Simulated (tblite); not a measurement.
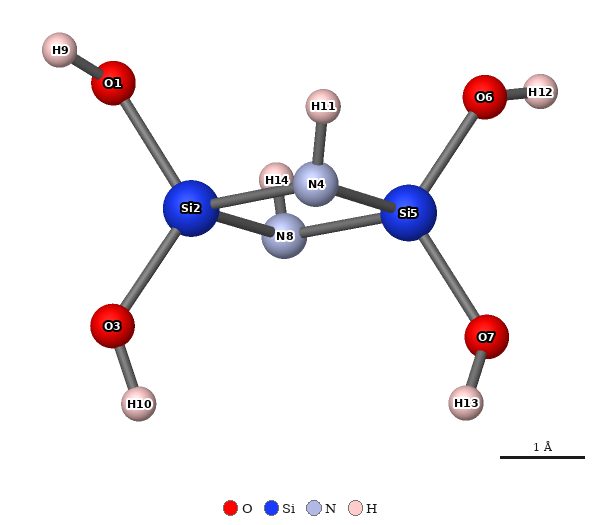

*The input geometry (ball-and-stick view, seen at a tilt; atoms are numbered from 1 in the order of the input).*

Bond lengths as drawn: H–N 1.00 to 1.04 Å, H–O 0.97 to 1.01 Å, N–Si 1.83 to 1.84 Å and O–Si 1.73 to 1.77 Å.

**Geometry relaxation, with input and output: Si2N2H6O4**

Si2N2H6O4, computed with GFN2-xTB geometry optimisation, gas phase (tblite 0.8.0).

### Input
```
{"job": {"kind": "relax", "xc": "GFN2-xTB", "basis": "xTB"}, "charge": 0, "multiplicity": 1}
O     -2.402743    -0.445461    -0.118040
Si    -0.899546    -1.265578     0.336040
O     -1.063747    -2.968182     0.738144
N      0.019124    -0.304250     1.610717
Si     1.375916     0.024122     0.415582
O      1.527339     1.694258     0.003015
O      2.878871    -0.778097     0.845845
N      0.447276    -0.921692    -0.851897
H     -3.253980    -0.460853     0.376201
H     -0.325886    -3.605440     0.823287
H     -0.437061     0.519400     1.936983
H      2.171411     2.119377    -0.577169
H      2.970128    -1.606881     1.418497
H      0.164521    -0.360525    -1.676652
```

The first line tells a small driver script what to run in tblite; the rest is the geometry in Å.

Launched with:
```bash
OMP_NUM_THREADS=1 python <driver script> task.json out
```

### Log
```
step      E/eV     max force
  0    -783.93466    2.536
  1    -784.40774    1.979
  2    -785.10279    2.135
  3    -785.24827    0.907
  4    -785.34468    0.736
  5    -785.44083    1.017
  6    -785.54433    0.831
  7    -785.60629    0.518
  8    -785.63767    0.446
  9    -785.66909    0.632
 10    -785.69992    0.690
 11    -785.72050    0.457
 12    -785.73113    0.241
 13    -785.73820    0.320
 14    -785.75030    0.495
 15    -785.77404    0.567
 16    -785.80073    0.786
 17    -785.81691    0.495
 18    -785.82770    0.292
 19    -785.83530    0.353
 20    -785.84075    0.285
 21    -785.84961    0.282
 22    -785.85224    0.186
 23    -785.85547    0.161
 24    -785.85831    0.144
 25    -785.86066    0.106
 26    -785.86198    0.174
 27    -785.86335    0.114
 28    -785.86634    0.114
 29    -785.87164    0.222
 30    -785.87603    0.243
 31    -785.88003    0.171
 32    -785.88261    0.123
 33    -785.88489    0.138
 34    -785.88893    0.209
 35    -785.89454    0.252
 36    -785.89904    0.182
 37    -785.90064    0.240
 38    -785.90178    0.217
 39    -785.90348    0.115
 40    -785.90477    0.089
 41    -785.90627    0.128
 42    -785.90712    0.071
 43    -785.90777    0.056
 44    -785.90827    0.055
 45    -785.90904    0.049
 46    -785.90995    0.122
 47    -785.91050    0.055
 48    -785.91100    0.056
 49    -785.91132    0.044
 50    -785.91183    0.050
 51    -785.91234    0.066
 52    -785.91280    0.070
 53    -785.91301    0.062
 54    -785.91321    0.047
 55    -785.91347    0.035
 56    -785.91377    0.029
 57    -785.91393    0.015
 58    -785.91397    0.020
 59    -785.91399    0.018
 60    -785.91401    0.012
 61    -785.91404    0.014
 62    -785.91406    0.011
 63    -785.91408    0.008
 64    -785.91410    0.012
 65    -785.91411    0.015
 66    -785.91412    0.016
 67    -785.91414    0.014
 68    -785.91415    0.008
 69    -785.91416    0.002
```

### Trajectory as extended XYZ (Å, eV, eV/Å), 8 of the 36 frames kept, from step=0 to step=69
```
14
Properties=species:S:1:pos:R:3:forces:R:3 step=0 energy=-783.93466
O    -2.4027   -0.4455   -0.1180    1.4230  -1.3720   1.0260
Si   -0.8995   -1.2656    0.3360   -0.4290   0.0020   0.0420
O    -1.0637   -2.9682    0.7381    0.4680   2.0590  -0.5340
N     0.0191   -0.3042    1.6107    0.8370  -0.8200  -2.2490
Si    1.3759    0.0241    0.4156    0.3240  -0.2420   0.0810
O     1.5273    1.6943    0.0030   -0.0230  -2.0170   0.5870
O     2.8789   -0.7781    0.8458   -1.8150  -0.0490   0.3450
N     0.4473   -0.9217   -0.8519   -0.8170   0.9740   1.1070
H    -3.2540   -0.4609    0.3762    1.3940  -0.3210  -0.4120
H    -0.3259   -3.6054    0.8233   -0.6220   1.1650  -0.2110
H    -0.4371    0.5194    1.9370   -0.1810   0.2440   0.3210
H     2.1714    2.1194   -0.5772   -0.1990  -0.7180   0.3740
H     2.9701   -1.6069    1.4185   -0.7050   1.9050  -1.2990
H     0.1645   -0.3605   -1.6767    0.3440  -0.8110   0.8210
14
Properties=species:S:1:pos:R:3:forces:R:3 step=10 energy=-785.69992
O    -2.2617   -0.5401   -0.1609   -0.0240   0.0820   0.0600
Si   -0.8680   -1.1898    0.3349    0.1710   0.1610   0.0190
O    -1.1272   -2.7506    0.7007    0.0060   0.1250  -0.0020
N     0.0584   -0.3241    1.5715   -0.3880   0.2640  -0.1660
Si    1.3117    0.0042    0.3961   -0.3850   0.1720   0.0070
O     1.4891    1.5909    0.1285    0.1230   0.0050  -0.2050
O     2.7500   -0.6275    0.7809    0.0920   0.1850  -0.1360
N     0.4225   -0.9225   -0.8118   -0.0090   0.1840   0.2210
H    -3.0118   -0.6187    0.4199   -0.0860  -0.0620  -0.0090
H    -0.3692   -3.3201    0.7773    0.0330  -0.0390   0.0500
H    -0.3706    0.4547    2.0715    0.3430  -0.5800  -0.1510
H     2.1722    1.8498   -0.4878   -0.0380   0.0100   0.1280
H     2.7659   -1.4336    1.2763    0.0200  -0.2800   0.1000
H     0.2102   -0.5325   -1.7166    0.1420  -0.2270   0.0840
14
Properties=species:S:1:pos:R:3:forces:R:3 step=20 energy=-785.84075
O    -2.3284   -0.4721   -0.1250    0.0810  -0.0850   0.0290
Si   -0.9104   -1.1333    0.2911   -0.0470   0.0510   0.2770
O    -1.1512   -2.6936    0.6946   -0.0610   0.0290  -0.0690
N     0.0299   -0.2961    1.5136   -0.2250  -0.0510  -0.0310
Si    1.2764    0.0887    0.3869    0.0110  -0.0270  -0.0310
O     1.4949    1.6527    0.0508    0.0150   0.0110  -0.0320
O     2.7110   -0.5649    0.7777    0.1880   0.0750   0.0060
N     0.4178   -0.8869   -0.7821    0.0270   0.0500   0.0310
H    -3.0799   -0.7205    0.4063   -0.0360  -0.0300  -0.0500
H    -0.3822   -3.2439    0.8195   -0.0670   0.0610   0.0160
H    -0.2977    0.2450    2.2960    0.0970  -0.1080  -0.1710
H     2.2784    1.8715   -0.4451    0.0530   0.0530   0.0310
H     2.7217   -1.4308    1.1739   -0.0170   0.0060  -0.0460
H     0.3915   -0.7755   -1.7777   -0.0180  -0.0370   0.0410
14
Properties=species:S:1:pos:R:3:forces:R:3 step=30 energy=-785.87603
O    -2.3591   -0.4691   -0.1179    0.0820  -0.0170   0.1240
Si   -0.9356   -1.1111    0.3188   -0.0470  -0.0570  -0.0240
O    -1.2315   -2.6784    0.6641    0.0710   0.0670   0.0740
N     0.0500   -0.2973    1.5045   -0.1820   0.0380   0.1030
Si    1.2841    0.1141    0.3678    0.0570  -0.1000   0.0370
O     1.5066    1.6715    0.0132   -0.0340   0.1170  -0.0480
O     2.7410   -0.4883    0.7668    0.1430  -0.0560  -0.0090
N     0.4090   -0.8872   -0.7488   -0.1710  -0.0610  -0.1620
H    -3.1345   -0.8110    0.3247    0.0980   0.0040  -0.0970
H    -0.4718   -3.2185    0.8669   -0.0870  -0.0010   0.0040
H    -0.2181    0.1854    2.3422    0.0000  -0.0350  -0.0750
H     2.3549    1.9119   -0.3500    0.0080   0.0060   0.0520
H     2.7736   -1.3883    1.0799    0.0180   0.0560  -0.0340
H     0.4032   -0.8935   -1.7516    0.0450   0.0390   0.0550
14
Properties=species:S:1:pos:R:3:forces:R:3 step=40 energy=-785.90477
O    -2.3464   -0.4268   -0.0727   -0.0430  -0.0270   0.0480
Si   -0.9407   -1.1113    0.3449    0.0020  -0.0020  -0.0050
O    -1.3104   -2.6555    0.7166    0.0180   0.0250   0.0080
N     0.0644   -0.2965    1.5075    0.0300  -0.0310   0.0210
Si    1.2907    0.0980    0.3490   -0.0010   0.0150  -0.0220
O     1.4881    1.6585   -0.0258    0.0120   0.0550  -0.0410
O     2.7901   -0.4321    0.7029   -0.0010  -0.0290  -0.0110
N     0.3911   -0.9092   -0.7463   -0.0050  -0.0570   0.0060
H    -3.1350   -0.9065    0.1740    0.0650   0.0380  -0.0470
H    -0.6038   -3.2578    0.9300    0.0040   0.0520   0.0060
H    -0.1860    0.1946    2.3444   -0.0220  -0.0270  -0.0350
H     2.3866    1.9390   -0.1870   -0.0580  -0.0040   0.0320
H     2.8971   -1.3327    0.9915   -0.0180  -0.0280  -0.0040
H     0.3858   -0.9213   -1.7485    0.0150   0.0190   0.0420
14
Properties=species:S:1:pos:R:3:forces:R:3 step=50 energy=-785.91183
O    -2.3374   -0.4000   -0.0367   -0.0130  -0.0010   0.0030
Si   -0.9375   -1.1111    0.3551    0.0190   0.0110  -0.0110
O    -1.3258   -2.6480    0.7296    0.0090   0.0000  -0.0040
N     0.0844   -0.3178    1.5164    0.0320   0.0290  -0.0110
Si    1.2954    0.0908    0.3403   -0.0290   0.0080  -0.0100
O     1.4707    1.6491   -0.0625   -0.0160  -0.0090   0.0020
O     2.7996   -0.4328    0.6808   -0.0110   0.0050   0.0090
N     0.4002   -0.9384   -0.7387   -0.0280   0.0130   0.0120
H    -3.1269   -0.9177    0.1052    0.0430   0.0190  -0.0180
H    -0.6169   -3.2397    0.9609    0.0110  -0.0080   0.0120
H    -0.1851    0.1919    2.3358    0.0140  -0.0020   0.0010
H     2.3670    1.9709   -0.1259   -0.0340  -0.0190   0.0160
H     2.9010   -1.3367    0.9604    0.0050  -0.0340   0.0050
H     0.3828   -0.9203   -1.7401   -0.0020  -0.0100  -0.0060
14
Properties=species:S:1:pos:R:3:forces:R:3 step=60 energy=-785.91401
O    -2.3283   -0.3794   -0.0125    0.0000   0.0030  -0.0050
Si   -0.9342   -1.1080    0.3659   -0.0020   0.0030   0.0000
O    -1.3283   -2.6448    0.7345    0.0000   0.0010   0.0080
N     0.0982   -0.3207    1.5196    0.0050   0.0010  -0.0050
Si    1.2968    0.0844    0.3300   -0.0060   0.0000   0.0010
O     1.4522    1.6402   -0.0863    0.0040  -0.0040   0.0080
O     2.8012   -0.4360    0.6750   -0.0020   0.0050  -0.0110
N     0.3950   -0.9446   -0.7394   -0.0060  -0.0060   0.0040
H    -3.1129   -0.9190    0.0415    0.0020   0.0020  -0.0030
H    -0.6250   -3.2321    0.9931    0.0070  -0.0040  -0.0010
H    -0.1628    0.1927    2.3394    0.0010  -0.0050  -0.0020
H     2.3381    1.9926   -0.0722    0.0020   0.0050   0.0010
H     2.9061   -1.3466    0.9329   -0.0030  -0.0010   0.0040
H     0.3756   -0.9384   -1.7409    0.0000  -0.0010   0.0010
14
Properties=species:S:1:pos:R:3:forces:R:3 step=69 energy=-785.91416
O    -2.3268   -0.3778   -0.0142    0.0000   0.0010  -0.0010
Si   -0.9348   -1.1082    0.3679   -0.0010   0.0010   0.0000
O    -1.3282   -2.6440    0.7415    0.0010   0.0010   0.0000
N     0.0996   -0.3207    1.5190    0.0010   0.0000   0.0000
Si    1.2961    0.0842    0.3273   -0.0010   0.0000   0.0020
O     1.4513    1.6413   -0.0835   -0.0010  -0.0010   0.0000
O     2.8012   -0.4373    0.6675    0.0010   0.0010   0.0000
N     0.3933   -0.9467   -0.7391   -0.0010  -0.0010   0.0010
H    -3.1122   -0.9168    0.0318   -0.0010  -0.0010   0.0000
H    -0.6225   -3.2311    0.9946    0.0000  -0.0010   0.0010
H    -0.1588    0.1905    2.3409    0.0000  -0.0010   0.0000
H     2.3363    1.9961   -0.0653    0.0010   0.0000   0.0000
H     2.9042   -1.3461    0.9328   -0.0010   0.0010   0.0000
H     0.3731   -0.9432   -1.7406    0.0000   0.0010  -0.0010
```

### Key numbers

```csv
quantity,value
outcome,converged
total energy,−785.9142 eV
hardware,"1 CPU thread, shared host"
wall time,1.9 s
peak memory,0.18 GiB
```
